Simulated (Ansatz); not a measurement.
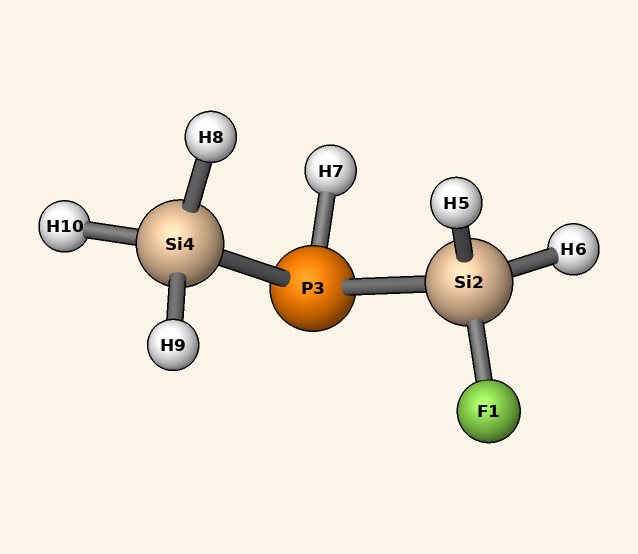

The questions are on Mulliken charges. The geometry was computed by an optimisation with PBE0-D4/def2-TZVP. Properties computed with RKS ωB97M-V/def2-TZVPP (Ansatz 0.2.0).

List the Mulliken charges.

| atom | value (e) |
| --- | --- |
| F1 | −0.31 |
| Si2 | 0.44 |
| P3 | −0.19 |
| Si4 | 0.09 |
| H5 | −0.04 |
| H6 | −0.03 |
| H7 | 0.06 |
| H8 | −0.01 |
| H9 | 0.00 |
| H10 | −0.01 |

Mulliken values depend strongly on the basis set and can even reverse the polarity of a bond.
